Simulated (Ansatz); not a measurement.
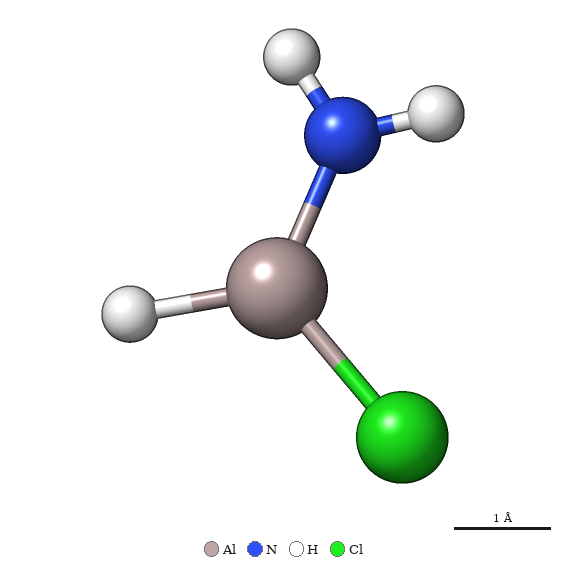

A ball-and-stick model of a molecule.

The geometry was computed by an optimisation with PBE0-D4/def2-TZVP.

Which formula does it have?

AlClH3N, 6 atoms: 1 aluminium, 1 chlorine, 3 hydrogen and 1 nitrogen.

What is the point group of this geometry?

Cs.

Count the bonded pairs by element.

2 N–H, 1 Al–N, 1 Al–Cl, 1 Al–H. Sticks follow a distance rule.

How many atoms are distinct by symmetry?

6: 1 Al, 1 N, 1 H, 1 Cl, 1 H, 1 H.

More results for the same structure follow; atom numbers are the same in all pictures, views and colours differ.

Geometry

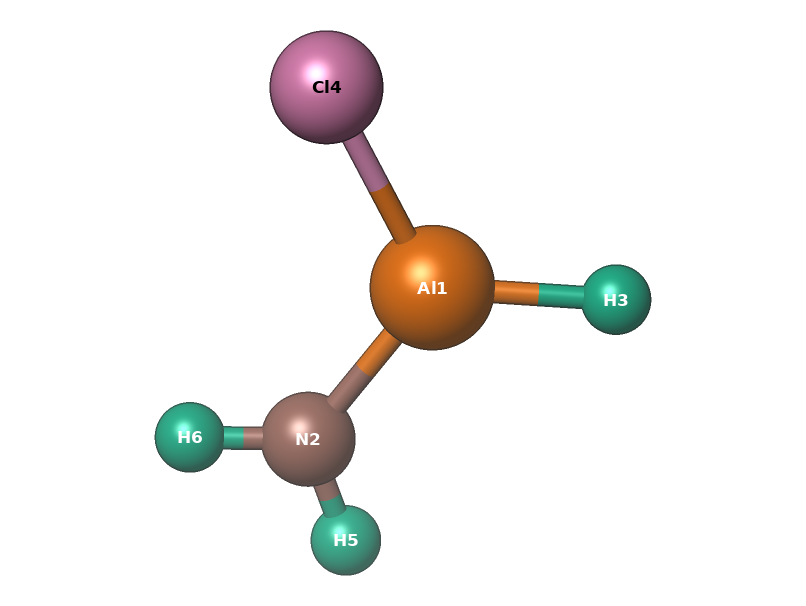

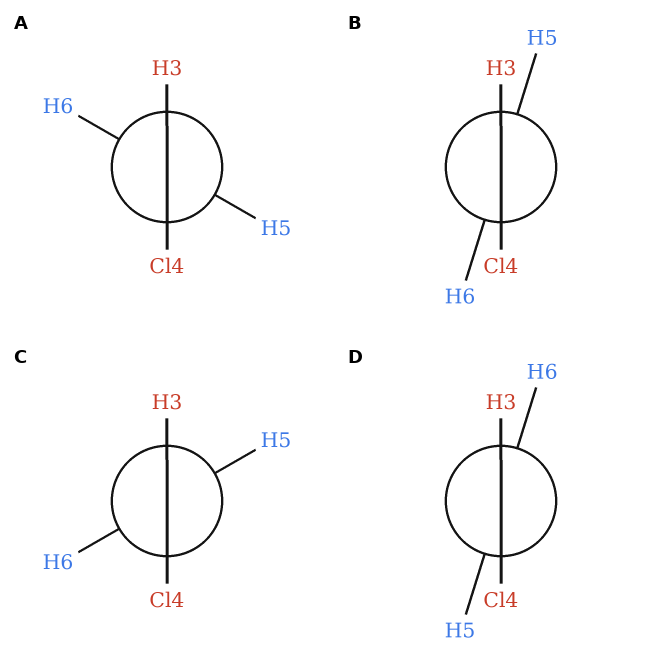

Atoms fade into the background with distance from the viewer. Bonds that would overlap in a projection are set slightly apart.

Which Newman projection shows the view along Al1–N2, with Al1 in front?

B. The torsion angle Cl4–Al1–N2–H5 is 180°, antiperiplanar (anti).

Charges

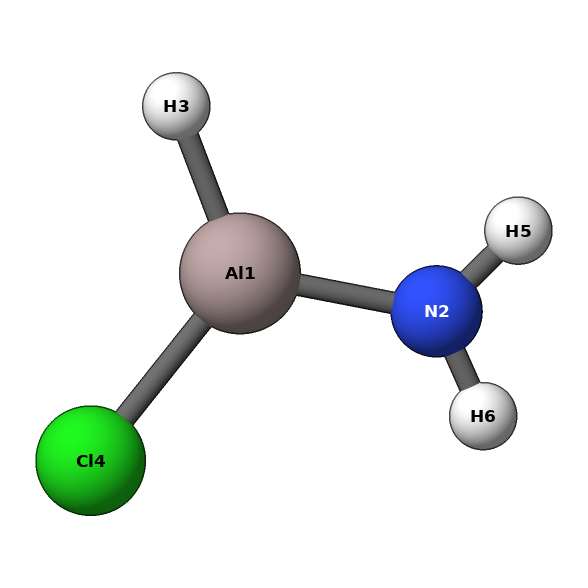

The questions are on Mulliken charges. Method: RKS PBE0-D4/def2-TZVP (Ansatz 0.2.0).

Which atom carries the highest charge (most positive or least negative)?

Al1 (0.53 e).

And the lowest?

N2 (−0.64 e).

Give the Mulliken charges atom by atom.

| atom | value (e) |
| --- | --- |
| Al1 | 0.53 |
| N2 | −0.64 |
| H3 | −0.09 |
| Cl4 | −0.28 |
| H5 | 0.24 |
| H6 | 0.24 |

Electronic properties

Properties computed with RKS PBE0-D4/def2-TZVPP (Ansatz 0.2.0).

What is the HOMO–LUMO gap?

7.34 eV.

Give the HOMO energy (Kohn–Sham orbital) at this level.

−7.81 eV.

Dipole moment

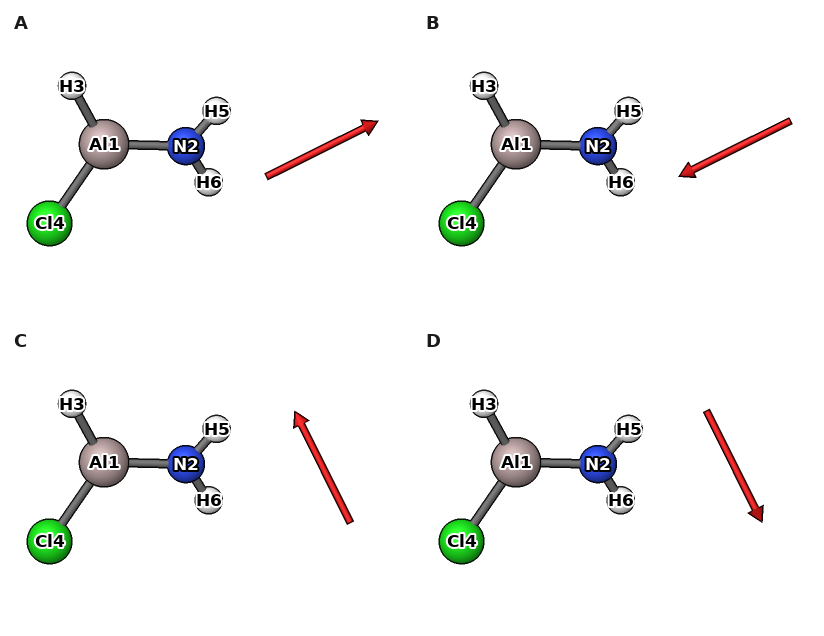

The same molecule four times, each with an arrow. Level of theory: RKS PBE0-D4/def2-TZVP (Ansatz 0.2.0).

Which arrow points along the dipole moment, from the negative to the positive end?

A. The dipole moment is 2.21 D; it points from the side of Cl4 to the side of H5 (the outermost atoms at the two ends).

Mulliken values depend strongly on the basis set and can even reverse the polarity of a bond.
